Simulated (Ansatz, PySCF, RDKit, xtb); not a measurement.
# Si2H3BrF2: from the formula to a structure, part 2 of 2

Task: start from the formula Si2H3BrF2, draw up candidate structures, narrow them down in stages, and characterise the one that lies lowest at 600 K.

xtb, Ansatz and PySCF; isolated molecules.

### 12 Putting it together

Energies in kcal/mol from c696a; G adds the thermal terms to the CCSD(T)/def2-SVP + MP2/def2-TZVPP - MP2/def2-SVP energy. The columns left of the relaxed level are at the tight-binding geometries.

| label | SMILES | spin | GFN2-xTB | HF/STO-3G | r2SCAN-D4/def2-SVP | PBE0-D3(BJ)/pcseg-1 | HF/def2-SVP | MP2/def2-SVP | CCSD(T)/def2-SVP + MP2/def2-TZVPP - MP2/def2-SVP | G | share at equilibrium | T1 |
| --- | --- | --- | --- | --- | --- | --- | --- | --- | --- | --- | --- | --- |
| c696a | F[Si](F)([SiH3])Br | singlet | 0.0 | 0.0 | 0.0 | 0.0 | 0.0 | 0.0 | 0.0 | 0.0 | 92.5 % | 0.011 |
| c135a | F[SiH](F)[SiH2]Br | singlet | -9.1 | 7.7 | 7.1 | 4.4 | 2.7 | 4.6 | 4.2 | 3.4 | 5.5 % | 0.011 |
| c135b | F[SiH](F)[SiH2]Br | singlet | -6.6 | 6.2 | 6.9 | 5.2 | 3.5 | 5.3 | 4.7 | 4.6 | 2.0 % | 0.011 |

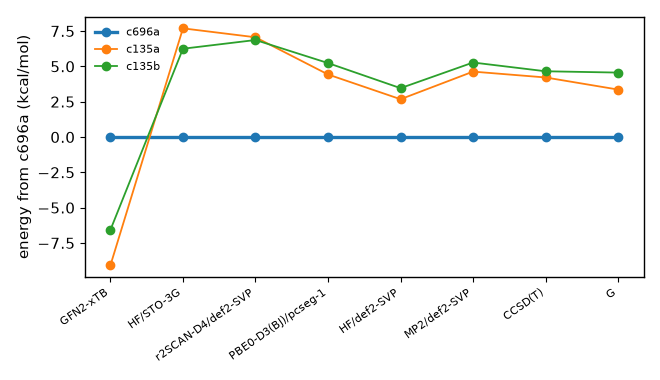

The finalists at each level, measured from c696a.

Lowest found: c696a, `F[Si](F)([SiH3])Br`, a singlet of point group Cs. Bond lengths: Br1–Si4 2.211 Å, F2–Si4 1.617 Å, F3–Si4 1.617 Å, Si4–Si5 2.328 Å, Si5–H6 1.490 Å, Si5–H7 1.489 Å, Si5–H8 1.489 Å. Some angles: Br1–Si4–F2 107.6°, Br1–Si4–F3 107.6°, Br1–Si4–Si5 112.4°, F2–Si4–F3 105.9°, F2–Si4–Si5 111.5°, F3–Si4–Si5 111.5°, Si4–Si5–H6 109.3°, Si4–Si5–H7 107.9°, Si4–Si5–H8 107.9°, H6–Si5–H7 110.6°.

```xyz
8

Br   -2.8063   -0.3802   -0.9625
F    -3.1050    0.5177    1.9994
F    -1.8561   -1.7188    1.6782
Si   -1.9921   -0.2198    1.0864
Si    0.0430    0.9081    1.1452
H     0.5257    0.9796    2.5528
H     1.0089    0.1549    0.2984
H    -0.1748    2.2752    0.5967
```

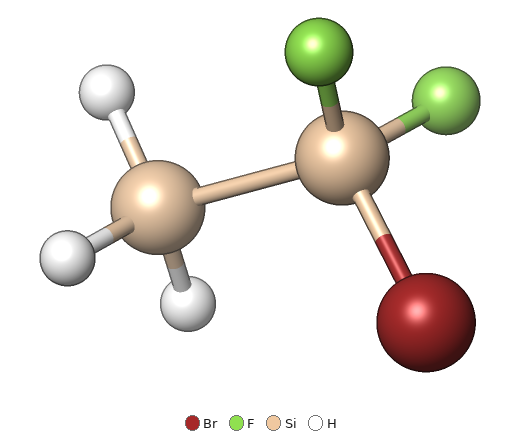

The lowest structure found, seen from a chosen angle (bromine red, fluorine green, silicon light orange, hydrogen white).

### 13 Density, orbitals and dipole (PBE0/def2-TZVPD)

Contents of input.yaml:

```yaml
basis:
  gaussian:
    orbitals: def2-TZVPD
crystal:
  periodic: [false, false, false]
  atoms:
    - {symbol: Br, position_ang: [-2.806284, -0.380159, -0.962503]}
    - {symbol: F, position_ang: [-3.104960, 0.517747, 1.999389]}
    - {symbol: F, position_ang: [-1.856081, -1.718830, 1.678212]}
    - {symbol: Si, position_ang: [-1.992084, -0.219755, 1.086374]}
    - {symbol: Si, position_ang: [0.043047, 0.908131, 1.145226]}
    - {symbol: H, position_ang: [0.525680, 0.979563, 2.552812]}
    - {symbol: H, position_ang: [1.008899, 0.154941, 0.298430]}
    - {symbol: H, position_ang: [-0.174759, 2.275197, 0.596674]}
hamiltonian:
  xc: pbe0
output:
  forces: true
  orbitals: {seedname: orbitals}
```

On the command line:

```
$ ansatz run input.yaml --threads 2 --pin off --max-ram 4350MiB --events-out events.jsonl --progress --plain --runs-dir runs
```

What it wrote, shortened:

```text
Warning: RAYON_NUM_THREADS=2 ignored (pool sized by the plan → 2); use --threads N
Functional definition: PBE0
  name "PBE0"
[...]
1611 factors; their error is unknown
[...]
mean field -91272.17393930 eV, -3354.1905257678 hartree, gradient 3.2e-5 eV, S^2 0.000000; 0 other end points of the search recorded, 0 dependent functions left out
[...]
reference -91272.17398927 eV, -3354.1905276040 hartree; 42, 42 occupied and 208, 208 virtual orbitals, 1611 factors
Total energy: -91272.17398927 eV, -3354.1905276040 hartree
Atom 0 at    -2.806284    -0.380159    -0.962503 Å, force     0.061995     0.008965     0.177817 eV/Å
Atom 1 at    -3.104960     0.517747     1.999389 Å, force     0.688517    -0.457957    -0.560315 eV/Å
Atom 2 at    -1.856081    -1.718830     1.678212 Å, force    -0.085047     0.927335    -0.361225 eV/Å
Atom 3 at    -1.992084    -0.219755     1.086374 Å, force    -0.711984    -0.502471     0.730868 eV/Å
Atom 4 at     0.043047     0.908131     1.145226 Å, force     0.119034     0.064750     0.011960 eV/Å
Atom 5 at     0.525680     0.979563     2.552812 Å, force    -0.027890    -0.002550    -0.093418 eV/Å
Atom 6 at     1.008899     0.154941     0.298430 Å, force    -0.062378     0.052738     0.057151 eV/Å
Atom 7 at    -0.174759     2.275197     0.596674 Å, force     0.017753    -0.090810     0.037161 eV/Å
Dipole moment:     0.385168     0.226037    -0.076252 e Å
```

Run time: 16 s. Hardware: 2 threads of Intel Xeon Platinum 8259CL at 2.50GHz (Skylake/Cascade Lake), shared host; peak memory 0.96 GiB.

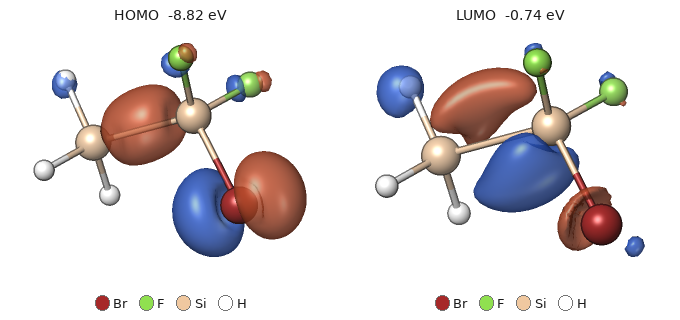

Frontier orbitals of this run, surfaces at ±0.2 Å^-3/2.

### 14 Frequencies after a tight-binding relaxation (GFN2-xTB)

Contents of start.xyz:

```xyz
8
c696a
Br    -2.806284    -0.380159    -0.962503
F     -3.104960     0.517747     1.999389
F     -1.856081    -1.718830     1.678212
Si    -1.992084    -0.219755     1.086374
Si     0.043047     0.908131     1.145226
H      0.525680     0.979563     2.552812
H      1.008899     0.154941     0.298430
H     -0.174759     2.275197     0.596674
```

On the command line:

```
$ xtb start.xyz --gfn 2 --ohess tight
```

What it wrote, shortened:

```text
* xtb version 6.7.1
[...]
          :  # basis functions                  41          :
[...]
          :  # electrons                        32          :
[...]
          :  Hamiltonian                  GFN2-xTB          :
[...]
          :  net charge                          0          :
          :  unpaired electrons                  0          :
[...]
   *** convergence criteria satisfied after 16 iterations ***
[...]
   *** GEOMETRY OPTIMIZATION CONVERGED AFTER 9 ITERATIONS ***
[...]
   *** convergence criteria satisfied after 3 iterations ***
[...]
         ::                     SUMMARY                     ::
         :::::::::::::::::::::::::::::::::::::::::::::::::::::
         :: total energy             -18.698441059023 Eh    ::
         :: gradient norm              0.000280279043 Eh/a0 ::
         :: HOMO-LUMO gap              4.748196229132 eV    ::
         ::.................................................::
         :: SCC energy               -18.768115276411 Eh    ::
         :: -> isotropic ES            0.051147971311 Eh    ::
         :: -> anisotropic ES         -0.001258778446 Eh    ::
         :: -> anisotropic XC         -0.014829315639 Eh    ::
         :: -> dispersion             -0.006169173190 Eh    ::
         :: repulsion energy           0.069674217388 Eh    ::
         :: add. restraining           0.000000000000 Eh    ::
         :: total charge               0.000000000000 e     ::
         :::::::::::::::::::::::::::::::::::::::::::::::::::::
[...]
        16        2.0000           -0.4205463             -11.4436 (HOMO)
        17                         -0.2460535              -6.6955 (LUMO)
[...]
     #   Z          covCN         q      C6AA      α(0)
     1  35 Br       0.833    -0.170   189.507    22.195
     2   9 F        0.707    -0.267    11.960     4.084
     3   9 F        0.707    -0.267    11.960     4.084
     4  14 Si       3.187     0.568   139.843    24.959
     5  14 Si       3.703     0.411    99.371    19.091
     6   1 H        0.919    -0.090     5.241     3.581
     7   1 H        0.918    -0.092     5.297     3.600
     8   1 H        0.918    -0.092     5.297     3.600
[...]
          | TOTAL ENERGY              -18.698441059045 Eh   |
          | TOTAL ENTHALPY            -18.658305608776 Eh   |
          | TOTAL FREE ENERGY         -18.702677622063 Eh   |
          | GRADIENT NORM               0.000280595927 Eh/α |
[...]
```

Wall time 0.32 s (2 threads of Intel Xeon Platinum 8259CL at 2.50GHz (Skylake/Cascade Lake), shared host); peak memory 0.54 GiB.

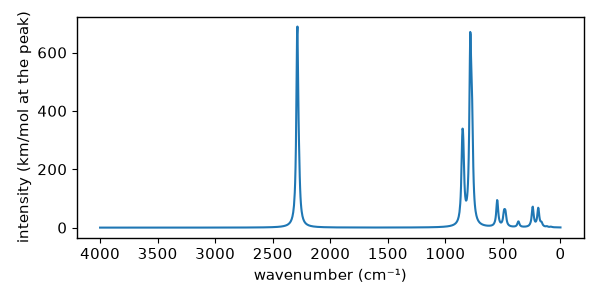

Harmonic infrared spectrum, unscaled, lines broadened by 10 cm⁻¹.

### 15 Electronic excitations (TD-CAM-B3LYP/def2-SVPD)

An in-house driver calls PySCF's response routines at TD-CAM-B3LYP/def2-SVPD; it has no typed input.

What it wrote:

```text
coarse grid: 38176 points
cycle   1  E = -3354.1536731589  dE = -8.334e-01  |g| = 7.227e-01  |ddm| = 3.356e+00
cycle   2  E = -3354.0989495980  dE =  5.472e-02  |g| = 9.809e-01  |ddm| = 1.840e+00
cycle   3  E = -3354.2571287737  dE = -1.582e-01  |g| = 5.470e-02  |ddm| = 8.049e-01
cycle   4  E = -3354.2577815985  dE = -6.528e-04  |g| = 1.937e-02  |ddm| = 1.264e-01
cycle   5  E = -3354.2578965795  dE = -1.150e-04  |g| = 7.070e-03  |ddm| = 4.400e-02
cycle   6  E = -3354.2579057420  dE = -9.163e-06  |g| = 9.603e-04  |ddm| = 1.031e-02
final grid: 76256 points
cycle   7  E = -3354.2578064560  dE = -2.489e-07  |g| = 7.408e-04  |ddm| = 2.682e-03
cycle   8  E = -3354.2578064661  dE = -1.010e-08  |g| = 7.380e-04  |ddm| = 1.251e-03
cycle   9  E = -3354.2578065332  dE = -6.707e-08  |g| = 9.912e-05  |ddm| = 5.704e-04
cycle  10  E = -3354.2578065350  dE = -1.781e-09  |g| = 2.392e-05  |ddm| = 1.038e-04
cycle  11  E = -3354.2578065353  dE = -3.233e-10  |g| = 4.946e-06  |ddm| = 7.274e-05
converged SCF energy = -3354.2578065353

Static polarisability (au): isotropic 75.059, principal 63.788 69.673 91.718

Singlet excitations
state   eV       nm        f      main configurations
  1   7.1930    172.4   0.18292   H->L 0.81
  2   7.2250    171.6   0.00093   H->L+1 0.62, H-1->L 0.29
  3   7.3877    167.8   0.02585   H-1->L 0.61, H->L+1 0.30
  4   7.6868    161.3   0.04646   H->L+2 0.55, H-2->L 0.14, H-1->L+1 0.10
  5   7.9248    156.5   0.03324   H-1->L+1 0.44, H-2->L 0.22, H->L+2 0.19
  6   7.9972    155.0   0.17138   H-2->L 0.46, H-1->L+1 0.27, H-2->L+2 0.11
  7   8.0448    154.1   0.01135   H-2->L+1 0.82
  8   8.1441    152.2   0.00063   H-1->L+2 0.67, H-1->L+4 0.12

Triplet excitations (Tamm-Dancoff, eV): 6.3179 6.4743 6.8639
```

It took 24 s on 2 threads of Intel Xeon Platinum 8259CL at 2.50GHz (Skylake/Cascade Lake), shared host; peak memory 0.7 GiB.

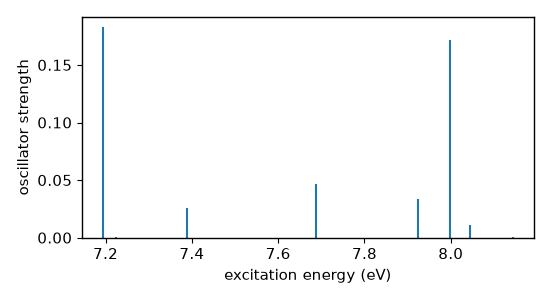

Vertical excitations as sticks.

The roots found:

```
excited state  energy (eV)  strength
            1        7.193    0.1829
            2        7.225    0.0009
            3        7.388    0.0259
            4        7.687    0.0465
            5        7.925    0.0332
            6        7.997    0.1714
            7        8.045    0.0114
            8        8.144    0.0006
```

### 16 NMR shieldings (GIAO PBE0/pcSseg-1)

An in-house driver calls PySCF's response routines at GIAO PBE0/pcSseg-1; it has no typed input.

What it wrote:

```text
coarse grid: 38176 points
cycle   1  E = -3353.6584676873  dE = -9.302e-01  |g| = 9.897e-01  |ddm| = 2.703e+00
cycle   2  E = -3353.5330153988  dE =  1.255e-01  |g| = 1.231e+00  |ddm| = 1.282e+00
cycle   3  E = -3353.7509819370  dE = -2.180e-01  |g| = 2.115e-01  |ddm| = 8.943e-01
cycle   4  E = -3353.7567890339  dE = -5.807e-03  |g| = 3.138e-02  |ddm| = 1.256e-01
cycle   5  E = -3353.7568880448  dE = -9.901e-05  |g| = 6.390e-03  |ddm| = 2.861e-02
cycle   6  E = -3353.7569000527  dE = -1.201e-05  |g| = 2.283e-03  |ddm| = 9.829e-03
cycle   7  E = -3353.7569011587  dE = -1.106e-06  |g| = 4.978e-04  |ddm| = 2.734e-03
final grid: 76256 points
cycle   8  E = -3353.7568372968  dE = -3.487e-08  |g| = 5.669e-04  |ddm| = 1.237e-03
cycle   9  E = -3353.7568372940  dE =  2.761e-09  |g| = 6.234e-04  |ddm| = 1.087e-03
cycle  10  E = -3353.7568373358  dE = -4.175e-08  |g| = 3.333e-05  |ddm| = 5.241e-04
cycle  11  E = -3353.7568373361  dE = -3.042e-10  |g| = 9.894e-06  |ddm| = 4.202e-05
converged SCF energy = -3353.7568373361

GIAO shielding tensors (ppm)
atom      isotropic    diamagn.    paramagn.     s11        s22        s33       span
  0 Br    2378.176    3126.193    -748.017   2064.907   2163.202   2906.419    841.513
  1 F      277.941     465.394    -187.453    207.099    288.370    338.352    131.253
  2 F      277.951     469.183    -191.231    207.094    288.414    338.346    131.252
  3 Si     338.425     874.291    -535.866    306.827    324.000    384.448     77.620
  4 Si     456.906     880.803    -423.897    452.204    454.575    463.938     11.733
  5 H       27.673      28.410      -0.737     24.168     25.242     33.608      9.440
  6 H       27.723      30.114      -2.391     24.308     26.236     32.625      8.317
  7 H       27.724      28.970      -1.246     24.306     26.243     32.623      8.317
```

Run time: 13 s. Hardware: 2 threads of Intel Xeon Platinum 8259CL at 2.50GHz (Skylake/Cascade Lake), shared host; peak memory 0.83 GiB.

Isotropic shieldings, averaged over atoms that the bond graph makes equivalent (absolute, not shifts; non-relativistic, which misses 10 ppm and more beside bromine and heavier atoms):

| atoms | shielding (ppm) |
| --- | --- |
| Br1 | 2378.2 |
| F2, F3 | 277.9 |
| Si4 | 338.4 |
| Si5 | 456.9 |
| H6, H7, H8 | 27.71 |

### 17 The cation at the same geometry (PBE0/def2-TZVPD)

Contents of input.yaml:

```yaml
crystal:
  periodic: [false, false, false]
  atoms:
    - symbol: Br
      position_ang: [-2.806284, -0.380159, -0.962503]
    - symbol: F
      position_ang: [-3.104960, 0.517747, 1.999389]
    - symbol: F
      position_ang: [-1.856081, -1.718830, 1.678212]
    - symbol: Si
      position_ang: [-1.992084, -0.219755, 1.086374]
    - symbol: Si
      position_ang: [0.043047, 0.908131, 1.145226]
    - symbol: H
      position_ang: [0.525680, 0.979563, 2.552812]
    - symbol: H
      position_ang: [1.008899, 0.154941, 0.298430]
    - symbol: H
      position_ang: [-0.174759, 2.275197, 0.596674]
basis:
  gaussian:
    orbitals: def2-TZVPD
total_charge: 1
magnetization:
  spin_polarized: true
  initial_magnetization: 1
hamiltonian:
  xc: {name: PBE0}
```

On the command line:

```
$ ansatz run input.yaml --threads 2 --pin off --max-ram 4350MiB --events-out events.jsonl --progress --plain --runs-dir runs
```

What it wrote:

```text
Warning: RAYON_NUM_THREADS=2 ignored (pool sized by the plan → 2); use --threads N
[... 2 set-up lines as earlier in the session ...]
  parameter a = 0.25
  parameter kappa = 0.804
  parameter beta = 0.06672455060314922
  exchange = (1 - a)*pbe_x(kappa = kappa, mu = beta*pi^2/3) + a*exact_x
  correlation = pbe_c(beta = beta)
1611 factors; their error is unknown
mean field evaluation 1: about -91251.2993 eV, gradient 5.6e1 eV
mean field evaluation 2: about -91202.6998 eV, gradient 1.3e2 eV
mean field evaluation 4: about -91260.6029 eV, gradient 7.5e0 eV
mean field evaluation 8: about -91261.0404 eV, gradient 3.0e-1 eV
mean field evaluation 16: about -91261.3807 eV, gradient 2.3e-3 eV
mean field evaluation 32: about -91260.8935 eV, gradient 5.6e0 eV
mean field -91261.38070224 eV, -3353.7938816216 hartree, gradient 2.1e-5 eV, S^2 0.758442; 4 other end points of the search recorded, 0 dependent functions left out
reference -91261.38074707 eV, -3353.7938832692 hartree; 42, 41 occupied and 208, 209 virtual orbitals, 1611 factors
Total energy: -91261.38074707 eV, -3353.7938832692 hartree
```

It took 38 s on 2 threads of Intel Xeon Platinum 8259CL at 2.50GHz (Skylake/Cascade Lake), shared host; peak memory 1.2 GiB.

Difference from the parent: 10.79 eV.

### 18 The anion at the same geometry (PBE0/def2-TZVPD)

Contents of input.yaml:

```yaml
crystal:
  periodic: [false, false, false]
  atoms:
    - {symbol: Br, position_ang: [-2.806284, -0.380159, -0.962503]}
    - {symbol: F, position_ang: [-3.104960, 0.517747, 1.999389]}
    - {symbol: F, position_ang: [-1.856081, -1.718830, 1.678212]}
    - {symbol: Si, position_ang: [-1.992084, -0.219755, 1.086374]}
    - {symbol: Si, position_ang: [0.043047, 0.908131, 1.145226]}
    - {symbol: H, position_ang: [0.525680, 0.979563, 2.552812]}
    - {symbol: H, position_ang: [1.008899, 0.154941, 0.298430]}
    - {symbol: H, position_ang: [-0.174759, 2.275197, 0.596674]}
basis:
  gaussian: {orbitals: def2-TZVPD}
total_charge: -1
magnetization: {spin_polarized: true, initial_magnetization: 1}
hamiltonian: {xc: {name: PBE0}}
scf: {lower_state_search: "off"}
```

On the command line:

```
$ ansatz run input.yaml --threads 2 --pin off --max-ram 4350MiB --events-out events.jsonl --progress --plain --runs-dir runs
```

What it wrote, shortened:

```text
Warning: RAYON_NUM_THREADS=2 ignored (pool sized by the plan → 2); use --threads N
[... 2 set-up lines as earlier in the session ...]
[...]
1611 factors; their error is unknown
[...]
mean field -91271.62100656 eV, -3354.1702058644 hartree, gradient 4.4e-6 eV, S^2 0.751347; 0 other end points of the search recorded, 0 dependent functions left out
reference -91271.62104658 eV, -3354.1702073349 hartree; 43, 42 occupied and 207, 208 virtual orbitals, 1611 factors
Total energy: -91271.62104658 eV, -3354.1702073349 hartree
Checks for a lower state left out: stability, starts, cluster_reference, orbital_swaps, neighbouring_geometries, increment
```

It took 18 s on 2 threads of Intel Xeon Platinum 8259CL at 2.50GHz (Skylake/Cascade Lake), shared host; peak memory 1.1 GiB.

Parent less the species with the added electron: -0.55 eV. The extra electron isn't bound at this geometry, so the number measures the basis, not the molecule.

### 19 The triplet at the same geometry (PBE0/def2-TZVPD)

Changes to input.yaml since step 18:

```diff
@@ -12,6 +12,9 @@
 basis:
-  gaussian: {orbitals: def2-TZVPD}
-total_charge: -1
-magnetization: {spin_polarized: true, initial_magnetization: 1}
-hamiltonian: {xc: {name: PBE0}}
-scf: {lower_state_search: "off"}
+  gaussian:
+    orbitals: def2-TZVPD
+magnetization:
+  spin_polarized: true
+  initial_magnetization: 2
+total_charge: 0
+hamiltonian:
+  xc: {name: PBE0}
```

On the command line:

```
$ ansatz run input.yaml --threads 2 --pin off --max-ram 4350MiB --events-out events.jsonl --progress --plain --runs-dir runs
```

What it wrote, shortened:

```text
Warning: RAYON_NUM_THREADS=2 ignored (pool sized by the plan → 2); use --threads N
[... 7 set-up lines as earlier in the session ...]
1611 factors; their error is unknown
mean field evaluation 1: about -91260.1186 eV, gradient 3.5e1 eV
mean field evaluation 2: about -91243.8532 eV, gradient 7.3e1 eV
mean field evaluation 4: about -91265.6493 eV, gradient 3.5e0 eV
mean field evaluation 8: about -91265.7724 eV, gradient 1.7e-1 eV
mean field evaluation 16: about -91266.1138 eV, gradient 2.6e-3 eV
mean field evaluation 32: about -91266.1537 eV, gradient 6.1e-1 eV
mean field evaluation 64: about -91265.1929 eV, gradient 7.8e0 eV
mean field -91266.17714590 eV, -3353.9701476751 hartree, gradient 5.8e-6 eV, S^2 2.005784; 7 other end points of the search recorded, 0 dependent functions left out
reference -91266.17720271 eV, -3353.9701497629 hartree; 43, 41 occupied and 207, 209 virtual orbitals, 1611 factors
Total energy: -91266.17720271 eV, -3353.9701497629 hartree
```

Wall time 2 min (2 threads of Intel Xeon Platinum 8259CL at 2.50GHz (Skylake/Cascade Lake), shared host); peak memory 1.8 GiB.

It lies 6.00 eV above the singlet.

### 20 What came out

This closing draws on all 2 parts.

```
                                                      quantity                                                                    value
                                        lowest structure found                                          F[Si](F)([SiH3])Br, singlet, Cs
                                                 next finalist                     F[SiH](F)[SiH2]Br, singlet, 3.4 kcal/mol higher in G
                     share at equilibrium, among the finalists                                                                   92.5 %
                                                        funnel  11 starts, 10 minima at GFN2-xTB, 8 screening runs, 5 relaxed, 3 ranked
                                          CPU time of all runs                                                                   46 min
harmonic wavenumbers, lowest and highest (PBE0-D3(BJ)/pcseg-1)                                                         96 and 2280 cm⁻¹
                           rotational constants, same geometry                                           0.08049, 0.03959, 0.03354 cm⁻¹
                               dipole moment (PBE0/def2-TZVPD)                                                                   2.18 D
                                 HOMO energy (PBE0/def2-TZVPD)                                                                 -8.82 eV
                                 LUMO energy (PBE0/def2-TZVPD)                                                                 -0.74 eV
                               HOMO–LUMO gap (PBE0/def2-TZVPD)                                                                  8.08 eV
                    lowest excitation (TD-CAM-B3LYP/def2-SVPD)                                                      7.19 eV (f = 0.183)
           lowest triplet excitation, same level, Tamm-Dancoff                                                                  6.32 eV
                                    vertical ionisation energy                                                                 10.79 eV
                                    vertical electron affinity                       -0.55 eV (unbound: the value depends on the basis)
                                 vertical triplet less singlet                                                                 +6.00 eV
```

In words: The lowest structure found is `F[Si](F)([SiH3])Br`. Among the finalists first place is clear (3.4 kcal/mol); structures outside the list aren't covered. HF/STO-3G, r2SCAN-D4/def2-SVP, PBE0-D3(BJ)/pcseg-1, HF/def2-SVP and MP2/def2-SVP already put its bonding pattern lowest among the structures in one piece; GFN2-xTB favours the singlet F[SiH](F)[SiH2]Br. The largest share of the time went into the vibrations (31 %). The search is not exhaustive (a finite list of starts, one conformer a finalist), so a lower isomer can't be ruled out. Patterns outside the rules of the enumeration were met only by chance.
